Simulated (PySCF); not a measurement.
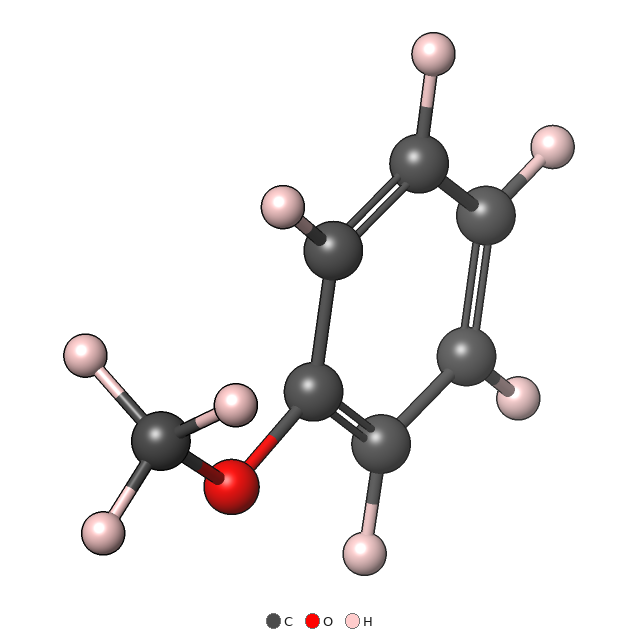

Rendered structure (ball-and-stick style). Double and triple bonds are drawn as two and three sticks.

The computed structure is the end point of a GFN2-xTB optimisation. No frequency run is at hand to confirm it as a minimum.

Question: Count the atoms of each element.

Answer: C₇H₈O, 16 atoms: 7 carbon, 8 hydrogen and 1 oxygen.

Question: Name some functional groups or characteristic bonds that it holds.

Answer: Among them: ether.

More results for the same structure follow; atom numbers are the same in all pictures, views and colours differ.

**Shape**

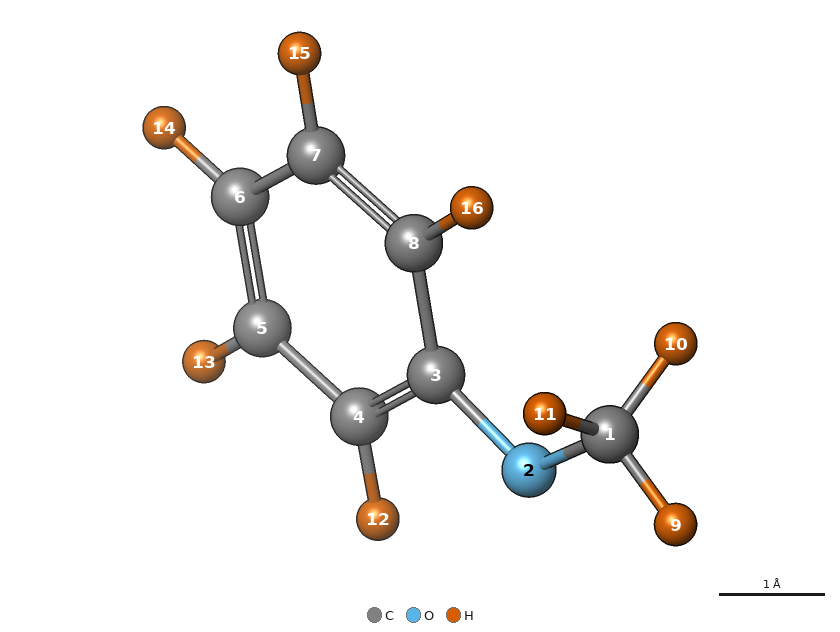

Numbered structure. No frequency run is at hand to confirm it as a minimum.

Which atoms are bonded, and how long are the bonds?

| bond | length (Å) | order |
| --- | --- | --- |
| C1–O2 | 1.406 | single |
| C1–H9 | 1.089 | single |
| C1–H10 | 1.095 | single |
| C1–H11 | 1.095 | single |
| O2–C3 | 1.364 | single |
| C3–C4 | 1.396 | aromatic |
| C3–C8 | 1.390 | aromatic |
| C4–C5 | 1.379 | aromatic |
| C4–H12 | 1.079 | single |
| C5–C6 | 1.387 | aromatic |
| C5–H13 | 1.080 | single |
| C6–C7 | 1.382 | aromatic |
| C6–H14 | 1.079 | single |
| C7–C8 | 1.386 | aromatic |
| C7–H15 | 1.080 | single |
| C8–H16 | 1.079 | single |

**Electronic properties**

No frequency run is at hand to confirm it as a minimum. Properties computed with PBE0/def2-SVPD, gas phase (PySCF 2.14.0). Excitations: vertical, linear response.

Computed properties:

- dipole moment: 1.28 D
- HOMO energy (Kohn–Sham orbital): −6.48 eV
- LUMO energy (Kohn–Sham orbital): −0.20 eV
- HOMO–LUMO gap: 6.28 eV
- mean static polarisability: 84.8 bohr³
- lowest vertical singlet excitation: 5.21 eV
- its oscillator strength: 0.031
- brightest of the 6 lowest singlets: 6.96 eV
- its oscillator strength: 0.50

**Charges**

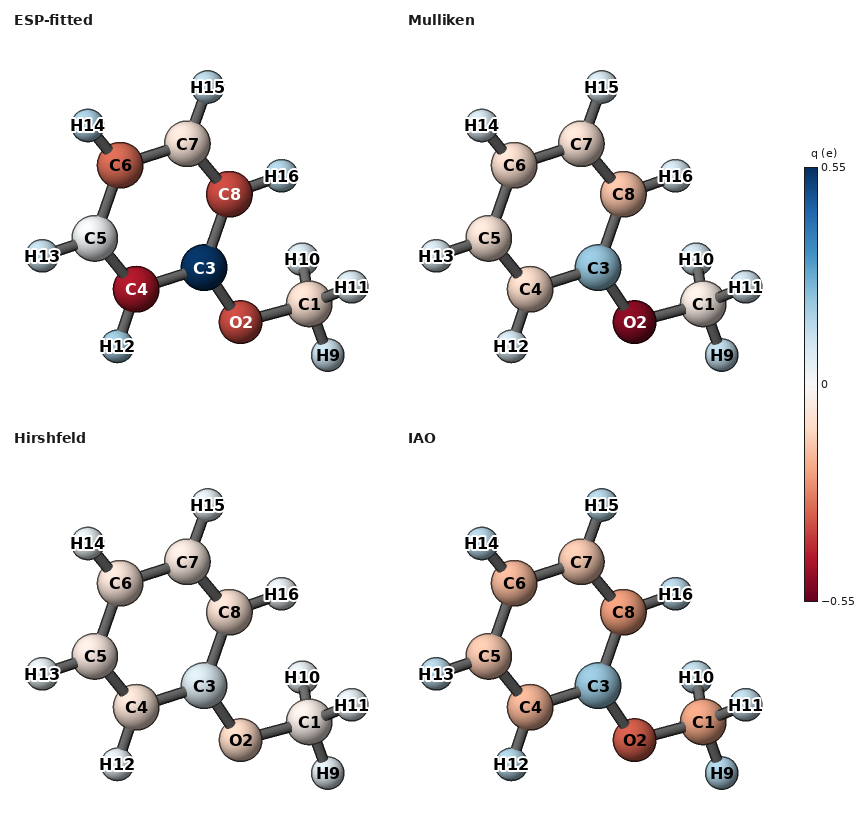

Atomic charges of one calculation by 4 schemes, on one colour scale. No frequency run is at hand to confirm it as a minimum. Method: PBE0/pcSseg-1 (PySCF 2.14.0).

Question: On which atom do the schemes disagree most?

Answer: On C3 (from 0.07 to 0.53 e).

List the charges (e), one line for each set of equivalent atoms.

```
    atom  ESP-fitted  Mulliken  Hirshfeld    IAO
      C1       −0.08     −0.04      −0.03  −0.21
      O2       −0.36     −0.49      −0.11  −0.33
      C3        0.53      0.21       0.07   0.20
      C4       −0.44     −0.10      −0.07  −0.18
      C5        0.02     −0.07      −0.05  −0.14
      C6       −0.31     −0.09      −0.07  −0.18
      C7       −0.07     −0.08      −0.05  −0.14
      C8       −0.36     −0.16      −0.08  −0.22
      H9        0.12      0.13       0.06   0.17
H10, H11        0.08      0.11       0.04   0.13
     H12        0.19      0.10       0.05   0.16
     H13        0.13      0.09       0.05   0.15
     H14        0.17      0.09       0.05   0.15
     H15        0.14      0.09       0.05   0.15
     H16        0.16      0.10       0.04   0.15
```

**Ring current**

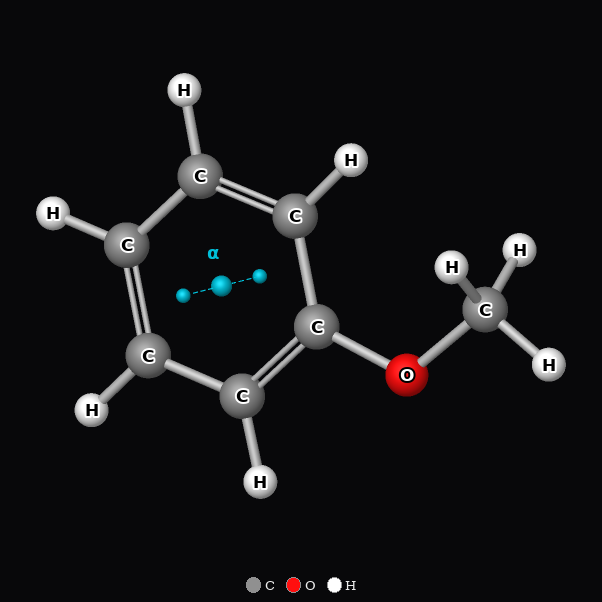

The small points mark where nucleus-independent chemical shifts (NICS) were computed: at the centre of each lettered ring and 1 Å above and below it. No frequency run is at hand to confirm it as a minimum. Properties computed with GIAO PBE0/pcSseg-1 NMR shielding, non-relativistic, gas phase (PySCF 2.14.0).

Give NICS(0), NICS(1) and the out-of-plane component NICS(1)zz for each ring (means of the two sides).

```json
{"ring": "α", "members": "C6", "NICS(0)": "−9.5", "NICS(1)": "−11.2", "NICS(1)zz": "−27.9"}
```

Values in ppm.

Question: What do the values say about the ring currents?

Answer: Ring α: diatropic, as in an aromatic ring. NICS is one index among several.

Mulliken values depend strongly on the basis set and can even reverse the polarity of a bond.
